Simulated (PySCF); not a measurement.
```yaml
atoms:
  - { symbol: Na, position_ang: [0.0000, 0.0000, -0.6842] }
  - { symbol: Li, position_ang: [0.0000, 0.0000, 2.2418] }
```

Theory: PBE0/def2-TZVP, non-relativistic Hamiltonian with scalar-relativistic core potentials where named, at a bond length of 2.926 Å in PySCF 2.14.0.

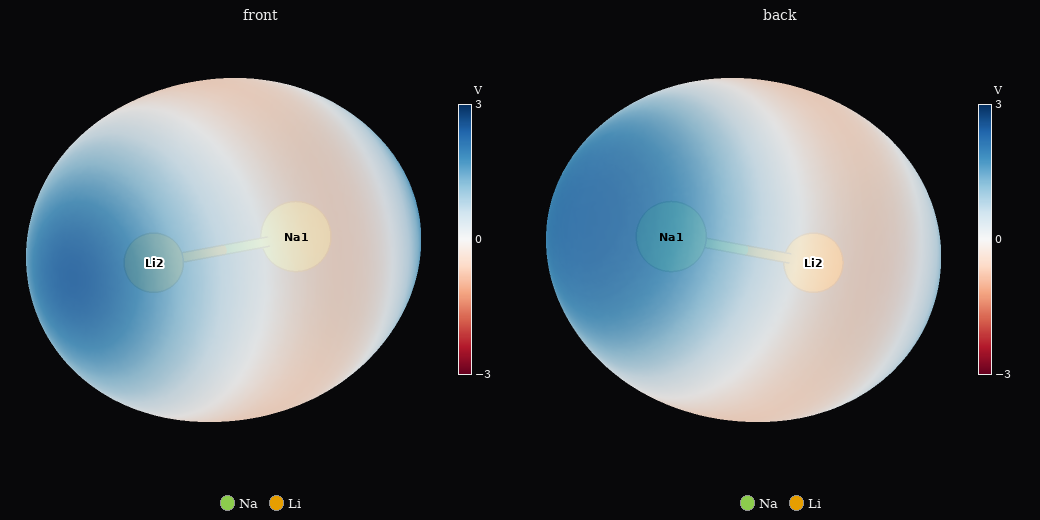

NaLi. The molecular electrostatic potential painted on the density surface at 0.001 e/bohr³, seen from the front and from behind; the colour scale runs from red (negative) to blue (positive).

### Which sites attract a positive test charge, and which a negative one?

A positive charge is drawn to the negative regions and a negative charge to the positive ones. The most negative region (about −0.6 V) lies over Na1, the most positive (about +2.3 V) over Li2.
